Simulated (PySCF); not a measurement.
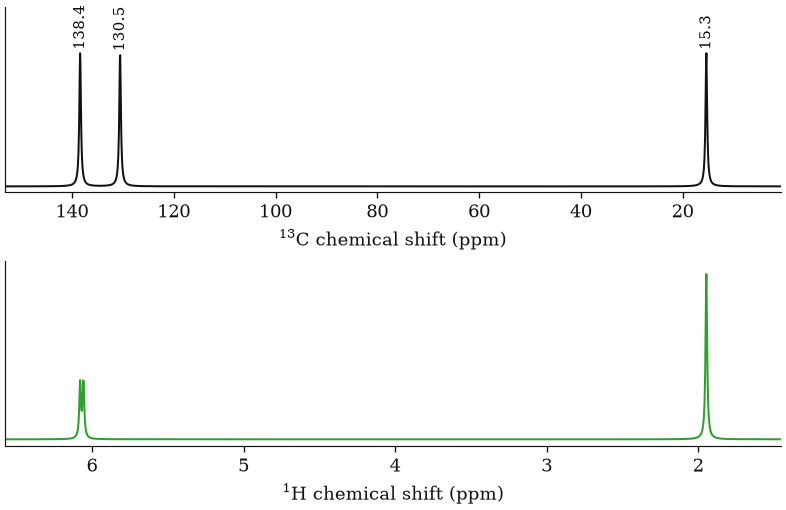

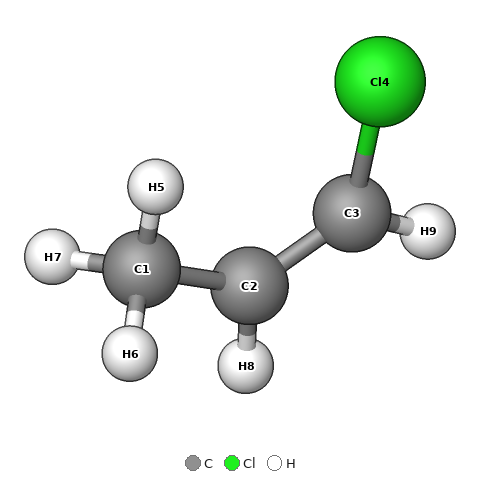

Spectrum and numbered structure of C₃H₅Cl (1-chloro-1-propene(Z)), SMILES C/C=C\Cl. GIAO shifts, PBE0/pcSseg-1 (IEF-PCM chloroform) in PySCF 2.14.0, at a PBE0-D3(BJ)/def2-SVP geometry (no frequency check), against TMS for ¹³C and TMS for ¹H computed at the same level. fully decoupled, line heights follow the number of nuclei, widths are arbitrary (no quadrupolar broadening); values of one conformer, averaged over methyl-type rotors and exact or near symmetry.

Assign the ¹³C signals to the numbered atoms.

Answer.
```tsv
δ (ppm)	nuclei	atoms
138.4	1	C2
130.5	1	C3
15.3	1	C1
```

Assign the ¹H signals to the numbered atoms.

Answer.
| δ (ppm) | nuclei | atoms |
| --- | --- | --- |
| 6.08 | 1 | H8 |
| 6.06 | 1 | H9 |
| 1.95 | 3 | H5, H6, H7 |

The order of signals that lie close, as those under 0.08 ppm apart, is within the error of the method.
